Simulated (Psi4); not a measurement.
# BH2 (boron dihydride): UBP86/def2-SVP (density fitting)

We compute molecular dynamics of BH2 (boron dihydride). The job is set up through an ASE script.

Program for the calculation: Psi4 1.11.

### Step 1. The system as given

BH2 has 3 atoms, charge 0, and is taken as a doublet. SMILES: `[BH2]`. Geometry: relaxed at GFN2-xTB. The run starts from this shape.

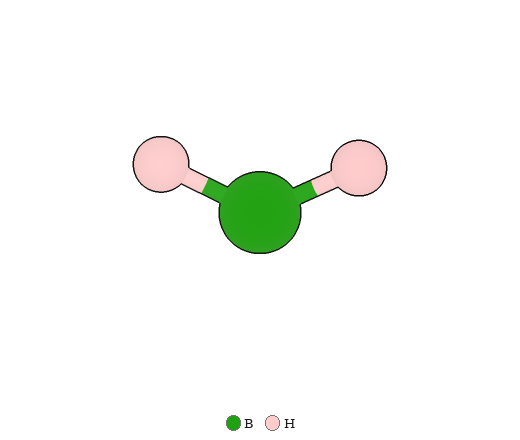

Viewed from a chosen angle; boron green, hydrogen pink.

### Step 2. A short trajectory at UBP86/def2-SVP (density fitting)

Contents of run.py:

```python
import numpy as np
from ase.calculators.psi4 import Psi4
from ase import Atoms
from ase import units
from ase.md.velocitydistribution import MaxwellBoltzmannDistribution, Stationary
from ase.md.verlet import VelocityVerlet

mol = Atoms(['B', 'H', 'H'], positions=[
    [0.262840, -0.166230, 0.128640],
    [0.280020, 0.985320, 0.260980],
    [-0.542860, -0.819090, -0.389630],
])
calc = Psi4(atoms=mol, method='bp86', basis='def2-SVP', memory='1600MB', num_threads=1, charge=0, multiplicity=2, label='bh2', reference='uks')
mol.calc = calc

MaxwellBoltzmannDistribution(mol, temperature_K=600.0, rng=np.random.default_rng(385))
Stationary(mol)
dyn = VelocityVerlet(mol, 1.0 * units.fs)
def show():
    ep, ek = mol.get_potential_energy(), mol.get_kinetic_energy()
    print(f'step {dyn.nsteps:3d}  Epot {ep:14.6f}  Ekin {ek:9.6f}  Etot {ep + ek:14.6f} eV  T {mol.get_temperature():7.1f} K')
dyn.attach(show)
dyn.run(25)
```

On the command line:

```bash
$ python run.py
```

Q: Predict the results. Wanted: potential energy of the last frame.

Computed results:

Level: UBP86/def2-SVP (density fitting).

| quantity | value |
| --- | --- |
| potential energy of the last frame | -25.90078 Eh |
